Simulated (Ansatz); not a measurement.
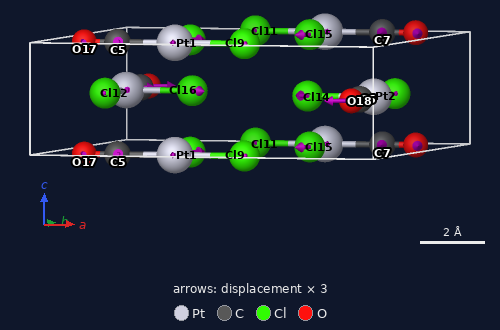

A relaxation of solid PtCCl₂O (set up in P4_2/m). The starting structure is drawn; purple arrows show the displacements, 3 times their true length.

Style: ball-and-stick. Shown: the cell of the calculation, from a free direction.

Level of theory: DFT, PBE, plane-wave PAW, default files, scalar-relativistic in Ansatz.

Input
```yaml
crystal:
  lattice:
    - [11.183, 0.0, 0.0]
    - [0.0, 11.183, 0.0]
    - [0.0, 0.0, 3.525]
  atoms:
    - { symbol: Pt, position: [0.3915, 0.10905, 0.0] }
    - { symbol: Pt, position: [0.89095, 0.3915, 0.5] }
    - { symbol: Pt, position: [0.6085, 0.89095, 0.0] }
    - { symbol: Pt, position: [0.10905, 0.6085, 0.5] }
    - { symbol: C, position: [0.226, 0.103, 0.0] }
    - { symbol: C, position: [0.897, 0.226, 0.5] }
    - { symbol: C, position: [0.774, 0.897, 0.0] }
    - { symbol: C, position: [0.103, 0.774, 0.5] }
    - { symbol: Cl, position: [0.5957, 0.1045, 0.0] }
    - { symbol: Cl, position: [0.8955, 0.5957, 0.5] }
    - { symbol: Cl, position: [0.4043, 0.8955, 0.0] }
    - { symbol: Cl, position: [0.1045, 0.4043, 0.5] }
    - { symbol: Cl, position: [0.3826, 0.2987, 0.0] }
    - { symbol: Cl, position: [0.7013, 0.3826, 0.5] }
    - { symbol: Cl, position: [0.6174, 0.7013, 0.0] }
    - { symbol: Cl, position: [0.2987, 0.6174, 0.5] }
    - { symbol: O, position: [0.13, 0.1, 0.0] }
    - { symbol: O, position: [0.9, 0.13, 0.5] }
    - { symbol: O, position: [0.87, 0.9, 0.0] }
    - { symbol: O, position: [0.1, 0.87, 0.5] }
kpoints:
  mp_grid: { grid: [3, 3, 9] }
scf:
  occupations: { method: fermi_dirac, width: 0.05 }
hamiltonian:
  xc: pbe
  pseudopotentials: { kind: paw }
output:
  forces: true
  stress: true
  populations: true
  efg:
    quadrupole_moments_barn: { Cl: -0.08112, O: -0.02558 }
    contact_densities: true
relax:
  f_tol: 0.02
  max_steps: 60
```

Command:
```bash
ansatz run input.yaml --threads 2 --pin off --max-ram 5120MiB --backend cpu --events-out ev --progress --plain --runs-dir out
```

Describe the change and its energy.

The largest moves, 0.29 Å, are those of O17, O18, O19 and O20. O20 goes along [3 1 0]. By element the largest moves are O 0.29 Å, Cl 0.21 Å, C 0.17 Å, Pt 0.06 Å. The lattice vectors keep their values. Near-neighbour distances that change, for instance: Pt1–Cl13 2.123 → 2.282 Å, Pt1–Cl9 2.284 → 2.376 Å, C5–O17 1.074 → 1.149 Å, Pt1–C5 1.852 → 1.823 Å. Bond angles that change, for instance: C7–Pt3–Cl9 91.3° → 96.9°, Cl9–Pt3–Cl15 179.3° → 173.9°, Cl11–Pt3–Cl15 94.0° → 90.1°. The space group stays P4_2/m (No. 84). Over 5 geometry steps the energy falls by 135 meV per atom. Largest force component: 10 eV/Å at the start, 0.0089 eV/Å at the end. The run took 2 min on 2 threads of Arm Neoverse V2, on a shared host, peak memory 1.2 GiB.

Limits of the set-up: layers or molecules are held without a dispersion correction, so their spacing is unreliable.
